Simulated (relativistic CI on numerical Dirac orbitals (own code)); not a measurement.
# Mn³⁺: one ion under different settings

Aim: see what numerical and physical settings do to the SCF, the total energy and the lowest levels of Mn³⁺.

The numbers are computed with relativistic CI on numerical Dirac orbitals (own code) version 3 (Dirac-Coulomb-Breit CI, KLI orbitals optimised for each configuration, model QED (radiative potential, 1s self-energy scaled to tabulated hydrogen-like ionisation energies), numerical settings as typed), except any that are marked as measured or tabulated.

## 1. Starting point

| Property | Result |
| --- | --- |
| ion | Mn³⁺ (Mn IV) |
| nuclear charge | 25 |
| electrons | 22 |
| isotope | A = 55 |

## 2. Usual settings

Input settings:

```ini
atom Mn  Z=25  charge=3  electrons=22
nucleus A=55  rms_radius_fm=3.7057
hamiltonian dirac-coulomb  breit=on  qed=on  c_scale=1
orbitals kli  potential=per-configuration
slater_scale 1
correlation none
mixing on
grid step=0.0125 r_max=25.7
scf mixing=0.4 start=green max_iterations=150 tolerance=2e-08 node_fill=0.05
configurations
  [Ar] 3d4
end
```

The run is started by

```sh
$ python run_levels.py task.json out
```

One command runs all members of the session, one after another, from task.json.

From the run's result record (rounded, not every field):

```text
status: converged
levels [i, E_cm, J2, conf, term, w_term, w_jj]:
  - [0, 0, 0, "3d4", "5D", 0.999, 0.6768]
  - [1, 91.982098, 2, "3d4", "5D", 0.9992, 0.5073]
  - [2, 270.81365, 4, "3d4", "5D", 0.9995, 0.6653]
  - [3, 528.04819, 6, "3d4", "5D", 0.9997, 0.4633]
  - [4, 853.78652, 8, "3d4", "5D", 0.9993, 0.4569]
  - [5, 23300.529, 8, "3d4", "3H", 0.994, 0.4229]
  - [6, 23471.682, 10, "3d4", "3H", 0.9955, 0.7027]
  - [7, 23656.359, 12, "3d4", "3H", 0.9985, 0.5617]
  - [8, 25233.799, 0, "3d4", "3P", 0.9959, 0.5949]
  - [9, 25805.419, 2, "3d4", "3P", 0.9987, 0.4598]
  - [10, 26805.716, 4, "3d4", "3P", 0.9944, 0.3554]
  - [11, 26886.796, 4, "3d4", "3F", 0.9952, 0.5037]
  - [12, 26949.859, 6, "3d4", "3F", 0.9732, 0.4899]
  - [13, 27041.548, 8, "3d4", "3F", 0.9668, 0.331]
  - "... 16 more rows left out ..."
total_energy [Ha]: -1154.9098579
n_levels_all: 34
overlap: 2.03597e-12
scf_iterations: [11]
orbital_energies [Ha]: {"1s": -237.743, "2s": -29.0819, "2p1/2": -25.159, "2p3/2": -24.776, "3s": -4.83373, "3p1/2": -3.70394, "3p3/2": -3.6568, "3d3/2": -1.86335, "3d5/2": -1.85817}
configurations [conf, odd, states, E_av_Ha, breit_Ha, qed_Ha]:
  - ["3d4", 0, 210, -1155.428429, 0.4091, 0.2732]
scf_steps of the first configuration [iteration, E_Ha, residual, outer_eigenvalue_Ha]:
  - [1, -1147.33909, 1.81, -3.85]
  - [2, -1154.319405, 0.699, -2.431]
  - [3, -1155.3871, 0.0608, -1.811]
  - [4, -1155.420118, 0.064, -1.919]
  - [5, -1155.428253, 0.0132, -1.877]
  - [6, -1155.428388, 0.00078, -1.857]
  - [7, -1155.42841, 0.000381, -1.858]
  - [8, -1155.428429, 6.79e-06, -1.858]
  - [9, -1155.428429, 5.1e-06, -1.858]
  - [10, -1155.428429, 8.62e-08, -1.858]
  - [11, -1155.428429, 7.2e-09, -1.858]
```

Wall time 0.091 s (1 thread, shared host).

## 3. Breit term off, end of the grid 38.55

Input settings:

```ini
atom Mn  Z=25  charge=3  electrons=22
nucleus A=55  rms_radius_fm=3.7057
hamiltonian dirac-coulomb  breit=off  qed=on  c_scale=1
orbitals kli  potential=per-configuration
slater_scale 1
correlation none
mixing on
grid step=0.0125 r_max=38.55
scf mixing=0.4 start=green max_iterations=150 tolerance=2e-08 node_fill=0.05
configurations
  [Ar] 3d4
end
```

Main fields:

```text
status: converged
levels [i, E_cm, J2, conf, term, w_term]:
  - [0, 0, 0, "3d4", "5D", 0.9987]
  - [1, 108.41541, 2, "3d4", "5D", 0.999]
  - [2, 320.61363, 4, "3d4", "5D", 0.9994]
  - [3, 628.83809, 6, "3d4", "5D", 0.9996]
  - [4, 1024.0183, 8, "3d4", "5D", 0.9992]
  - [5, 23383.936, 8, "3d4", "3H", 0.9928]
  - [6, 23619.046, 10, "3d4", "3H", 0.9946]
  - [7, 23882.968, 12, "3d4", "3H", 0.9982]
  - "... 22 more rows left out ..."
total_energy [Ha]: -1155.3195507
n_levels_all: 34
overlap: 2.0375e-12
scf_iterations: [11]
orbital_energies [Ha]: {"1s": -237.743, "2s": -29.0819, "2p1/2": -25.159, "2p3/2": -24.776, "3s": -4.83373, "3p1/2": -3.70394, "3p3/2": -3.6568, "3d3/2": -1.86335, "3d5/2": -1.85817}
configurations [conf, odd, states, E_av_Ha, breit_Ha, qed_Ha]:
  - ["3d4", 0, 210, -1155.428429, 0, 0.2732]
scf_steps of the first configuration [iteration, E_Ha, residual, outer_eigenvalue_Ha]:
  - [1, -1147.33909, 1.81, -3.85]
  - [2, -1154.319405, 0.699, -2.431]
  - [3, -1155.3871, 0.0608, -1.811]
  - [4, -1155.420118, 0.064, -1.919]
  - [5, -1155.428253, 0.0132, -1.877]
  - [6, -1155.428388, 0.00078, -1.857]
  - [7, -1155.42841, 0.000381, -1.858]
  - [8, -1155.428429, 6.79e-06, -1.858]
  - [9, -1155.428429, 5.1e-06, -1.858]
  - [10, -1155.428429, 8.62e-08, -1.858]
  - [11, -1155.428429, 7.23e-09, -1.858]
```

Run time: 0.089 s. Hardware: 1 thread, shared host.

## 4. Nuclear radius 4.8174

Input settings:

```ini
atom Mn  Z=25  charge=3  electrons=22
nucleus A=55  rms_radius_fm=4.8174
hamiltonian dirac-coulomb  breit=on  qed=on  c_scale=1
orbitals kli  potential=per-configuration
slater_scale 1
correlation none
mixing on
grid step=0.0125 r_max=25.7
scf mixing=0.4 start=green max_iterations=150 tolerance=2e-08 node_fill=0.05
configurations
  [Ar] 3d4
end
```

Main fields:

```text
status: converged
levels [i, E_cm, J2, conf, term, w_term]:
  - [0, 0, 0, "3d4", "5D", 0.999]
  - [1, 91.98225, 2, "3d4", "5D", 0.9992]
  - [2, 270.81409, 4, "3d4", "5D", 0.9995]
  - [3, 528.04905, 6, "3d4", "5D", 0.9997]
  - [4, 853.78788, 8, "3d4", "5D", 0.9993]
  - [5, 23300.54, 8, "3d4", "3H", 0.994]
  - [6, 23471.692, 10, "3d4", "3H", 0.9955]
  - [7, 23656.369, 12, "3d4", "3H", 0.9985]
  - "... 22 more rows left out ..."
total_energy [Ha]: -1154.9076354
n_levels_all: 34
overlap: 2.03607e-12
scf_iterations: [11]
orbital_energies [Ha]: {"1s": -237.742, "2s": -29.0818, "2p1/2": -25.159, "2p3/2": -24.776, "3s": -4.83372, "3p1/2": -3.70394, "3p3/2": -3.6568, "3d3/2": -1.86335, "3d5/2": -1.85817}
configurations [conf, odd, states, E_av_Ha, breit_Ha, qed_Ha]:
  - ["3d4", 0, 210, -1155.426191, 0.4091, 0.2732]
scf_steps of the first configuration [iteration, E_Ha, residual, outer_eigenvalue_Ha]:
  - [1, -1147.336872, 1.81, -3.85]
  - [2, -1154.31717, 0.699, -2.431]
  - [3, -1155.384863, 0.0608, -1.811]
  - [4, -1155.41788, 0.064, -1.919]
  - [5, -1155.426015, 0.0132, -1.877]
  - [6, -1155.426151, 0.00078, -1.857]
  - [7, -1155.426172, 0.000381, -1.858]
  - [8, -1155.426191, 6.79e-06, -1.858]
  - [9, -1155.426191, 5.1e-06, -1.858]
  - [10, -1155.426191, 8.62e-08, -1.858]
  - [11, -1155.426191, 7.2e-09, -1.858]
```

It took 0.091 s on 1 thread, shared host.

The changed nuclear radius is not that of the isotope named.

## 5. Start potential bare, tolerance 1e-05

Input settings:

```ini
atom Mn  Z=25  charge=3  electrons=22
nucleus A=55  rms_radius_fm=3.7057
hamiltonian dirac-coulomb  breit=on  qed=on  c_scale=1
orbitals kli  potential=per-configuration
slater_scale 1
correlation none
mixing on
grid step=0.0125 r_max=25.7
scf mixing=0.4 start=bare max_iterations=150 tolerance=1e-05 node_fill=0.05
configurations
  [Ar] 3d4
end
```

Main fields:

```text
status: converged
levels [i, E_cm, J2, conf, term, w_term]:
  - [0, 0, 0, "3d4", "5D", 0.999]
  - [1, 91.982171, 2, "3d4", "5D", 0.9992]
  - [2, 270.81386, 4, "3d4", "5D", 0.9995]
  - [3, 528.0486, 6, "3d4", "5D", 0.9997]
  - [4, 853.78717, 8, "3d4", "5D", 0.9993]
  - [5, 23300.521, 8, "3d4", "3H", 0.994]
  - [6, 23471.673, 10, "3d4", "3H", 0.9955]
  - [7, 23656.35, 12, "3d4", "3H", 0.9985]
  - "... 22 more rows left out ..."
total_energy [Ha]: -1154.9098578
n_levels_all: 34
overlap: 2.03511e-12
scf_iterations: [13]
orbital_energies [Ha]: {"1s": -237.743, "2s": -29.0819, "2p1/2": -25.159, "2p3/2": -24.776, "3s": -4.83373, "3p1/2": -3.70394, "3p3/2": -3.65679, "3d3/2": -1.86335, "3d5/2": -1.85817}
configurations [conf, odd, states, E_av_Ha, breit_Ha, qed_Ha]:
  - ["3d4", 0, 210, -1155.428429, 0.4091, 0.2732]
scf_steps of the first configuration [iteration, E_Ha, residual, outer_eigenvalue_Ha]:
  - [1, -1048.640369, 7.22, -34.75]
  - [2, -1121.796831, 4.3, -17.35]
  - [3, -1145.982582, 2.04, -1.505]
  - [4, -1151.905597, 1.16, -1.88]
  - [5, -1154.515212, 0.528, -2.386]
  - [6, -1155.398762, 0.0976, -1.998]
  - [7, -1155.427926, 0.00563, -1.866]
  - [8, -1155.42842, 0.00675, -1.872]
  - [9, -1155.42848, 0.00242, -1.862]
  - [10, -1155.428429, 0.000293, -1.859]
  - [11, -1155.428431, 5.06e-05, -1.858]
  - [12, -1155.428429, 1.52e-05, -1.858]
  - [13, -1155.428429, 7.45e-07, -1.858]
```

Wall time 0.1 s (1 thread, shared host).

## 6. Slater scale 0.6, potential mixing 0.9

Input settings:

```ini
atom Mn  Z=25  charge=3  electrons=22
nucleus A=55  rms_radius_fm=3.7057
hamiltonian dirac-coulomb  breit=on  qed=on  c_scale=1
orbitals kli  potential=per-configuration
slater_scale 0.6
correlation none
mixing on
grid step=0.0125 r_max=25.7
scf mixing=0.9 start=green max_iterations=150 tolerance=2e-08 node_fill=0.05
configurations
  [Ar] 3d4
end
```

Main fields:

```text
status: converged
levels [i, E_cm, J2, conf, term, w_term]:
  - [0, 0, 0, "3d4", "5D", 0.9971]
  - [1, 94.558789, 2, "3d4", "5D", 0.9979]
  - [2, 274.74897, 4, "3d4", "5D", 0.9988]
  - [3, 527.59133, 6, "3d4", "5D", 0.9991]
  - [4, 839.70282, 8, "3d4", "5D", 0.9981]
  - [5, 14059.901, 8, "3d4", "3H", 0.9832]
  - [6, 14240.605, 10, "3d4", "3H", 0.9887]
  - [7, 14423.128, 12, "3d4", "3H", 0.9959]
  - "... 22 more rows left out ..."
total_energy [Ha]: -1154.8453057
n_levels_all: 34
overlap: 2.03607e-12
scf_iterations: [10]
orbital_energies [Ha]: {"1s": -237.743, "2s": -29.0819, "2p1/2": -25.159, "2p3/2": -24.776, "3s": -4.83373, "3p1/2": -3.70394, "3p3/2": -3.6568, "3d3/2": -1.86335, "3d5/2": -1.85817}
configurations [conf, odd, states, E_av_Ha, breit_Ha, qed_Ha]:
  - ["3d4", 0, 210, -1155.428429, 0.4091, 0.2732]
scf_steps of the first configuration [iteration, E_Ha, residual, outer_eigenvalue_Ha]:
  - [1, -1147.33909, 1.81, -3.85]
  - [2, -1152.347911, 1.01, -1.308]
  - [3, -1155.383569, 0.144, -2.092]
  - [4, -1155.42263, 0.054, -1.943]
  - [5, -1155.428286, 0.0034, -1.853]
  - [6, -1155.42844, 0.000374, -1.859]
  - [7, -1155.428428, 1.15e-05, -1.858]
  - [8, -1155.428429, 5.59e-07, -1.858]
  - [9, -1155.428429, 2.01e-08, -1.858]
  - [10, -1155.428429, 1.06e-09, -1.858]
```

Run time: 0.091 s. Hardware: 1 thread, shared host.

## 7. Tolerance 0.3

Input settings:

```ini
atom Mn  Z=25  charge=3  electrons=22
nucleus A=55  rms_radius_fm=3.7057
hamiltonian dirac-coulomb  breit=on  qed=on  c_scale=1
orbitals kli  potential=per-configuration
slater_scale 1
correlation none
mixing on
grid step=0.0125 r_max=25.7
scf mixing=0.4 start=green max_iterations=96 tolerance=0.3 node_fill=0.05
configurations
  [Ar] 3d4
end
```

Main fields:

```text
status: converged
levels [i, E_cm, J2, conf, term, w_term]:
  - [0, 0, 0, "3d4", "5D", 0.9986]
  - [1, 101.5521, 2, "3d4", "5D", 0.999]
  - [2, 298.56567, 4, "3d4", "5D", 0.9994]
  - [3, 581.21307, 6, "3d4", "5D", 0.9996]
  - [4, 938.26309, 8, "3d4", "5D", 0.9991]
  - [5, 22375.125, 8, "3d4", "3H", 0.9923]
  - [6, 22570.343, 10, "3d4", "3H", 0.9944]
  - [7, 22780.306, 12, "3d4", "3H", 0.9981]
  - "... 22 more rows left out ..."
total_energy [Ha]: -1154.8592741
n_levels_all: 34
overlap: 2.57914e-12
scf_iterations: [3]
orbital_energies [Ha]: {"1s": -238.744, "2s": -28.9883, "2p1/2": -25.1541, "2p3/2": -24.7634, "3s": -4.78225, "3p1/2": -3.66504, "3p3/2": -3.61894, "3d3/2": -1.81558, "3d5/2": -1.81085}
configurations [conf, odd, states, E_av_Ha, breit_Ha, qed_Ha]:
  - ["3d4", 0, 210, -1155.3871, 0.4115, 0.2738]
scf_steps of the first configuration [iteration, E_Ha, residual, outer_eigenvalue_Ha]:
  - [1, -1147.33909, 1.81, -3.85]
  - [2, -1154.319405, 0.699, -2.431]
  - [3, -1155.3871, 0.0608, -1.811]
```

It took 0.078 s on 1 thread, shared host.

This setting is unsound; the numbers are not properties of the ion.

## 8. The runs side by side

| setting | total energy less usual (Ha) | largest shift of a level among the lowest eight of both runs, same label and place (cm⁻¹) | SCF iterations | time | lowest level | kind of change |
| --- | --- | --- | --- | --- | --- | --- |
| usual | 0 | 0 | 11 | 0.091 s | 3d4 5D0 | - |
| Breit term off, end of the grid 38.55 | -0.41 | 227 | 11 | 0.089 s | 3d4 5D0 | model term |
| nuclear radius 4.8174 | 0.00222 | 0.0108 | 11 | 0.091 s | 3d4 5D0 | unphysical constant |
| start potential bare, tolerance 1e-05 | 7.64e-08 | 0.00860 | 13 | 0.1 s | 3d4 5D0 | numerical |
| Slater scale 0.6, potential mixing 0.9 | 0.0646 | 9240 | 10 | 0.091 s | 3d4 5D0 | model term |
| tolerance 0.3 | 0.0506 | 925 | 3 | 0.078 s | 3d4 5D0 | unsound |

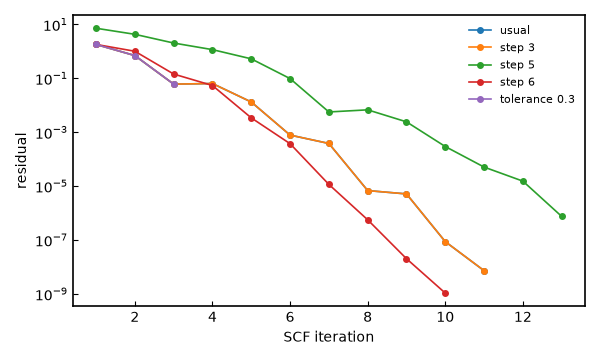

Residual of the first configuration's SCF.

## 9. Results

| quantity | value |
| --- | --- |
| lowest level, usual settings | 3d4 5D0 |
| total energy | -1154.9099 Ha |
| first excitation | 92.0 cm⁻¹ |

In words: Among the runs whose levels can be followed, they move most under «Slater scale 0.6, potential mixing 0.9» (model term), by up to 9240 cm⁻¹. No visible change in the result comes from «start potential bare, tolerance 1e-05». Only the listed configurations are in the model. Near neutrality, missing correlation can shift configurations against each other by thousands of cm⁻¹.
